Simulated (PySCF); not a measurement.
```csv
atom,x (Å),y (Å),z (Å)
C,-3.1552,0.5630,0.2757
C,-1.8415,-0.1280,0.2618
C,-0.8589,0.1297,-0.6707
C,0.3298,-0.4961,-0.7469
C,1.5401,-0.9560,-0.7179
B,2.7134,-0.2764,0.0947
O,2.5231,0.8241,0.8725
O,3.9472,-0.8133,0.0110
H,-3.2252,1.2926,-0.5283
H,-3.3148,1.0747,1.2280
H,-3.9695,-0.1569,0.1647
H,-1.6630,-0.8706,1.0248
H,-1.0670,0.8701,-1.4379
H,1.7985,-1.8527,-1.2729
H,1.6275,1.1580,0.8999
H,4.6079,-0.3532,0.5301
```

Geometry: GFN2-xTB.

All numbers below come from UKS B3LYP, pcH-1 on B C H O, non-relativistic, mean-field spin-orbit, GIAO in PySCF 2.14.0, density-fitted response routines.

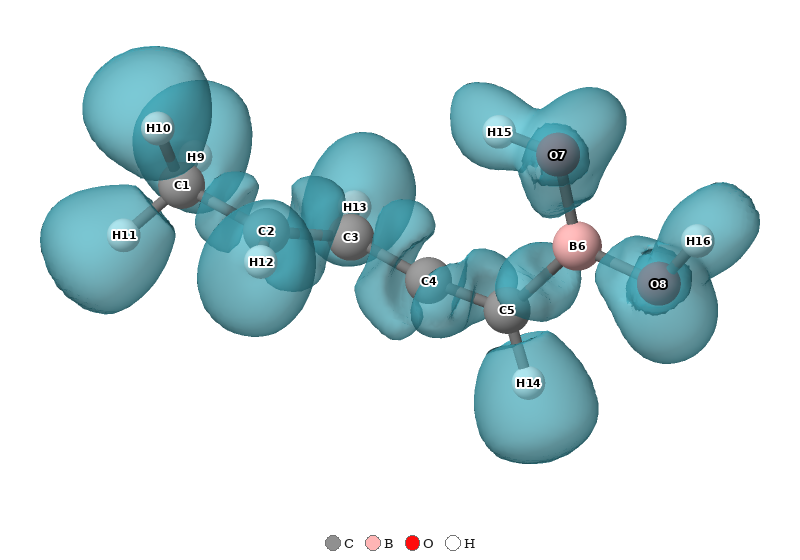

C5H8BO2 (SMILES C[CH]C=C=CB(O)O) (doublet). Isosurface of the ELF at 0.75 (cyan), seen at a tilt. Only the valence region is drawn (cores and ρ < 0.01 e/Å³ removed).

**Identify the bonds, lone pairs and shells in this picture.**

The surface consists of one region between bonded B–C atoms (shared pairs), four regions between bonded C–C atoms (shared pairs), six regions around hydrogen nuclei and two joined regions spread over several atoms (H, O), in which their bonds and any lone pairs are merged. Profiles from the grid: C–C (1.30 Å): the ELF peaks at about 0.90 between the atoms (a short, multiple covalent bond). B–O (1.35 Å): the ELF peaks at about 0.90 between the atoms: a short, strongly polar bond.
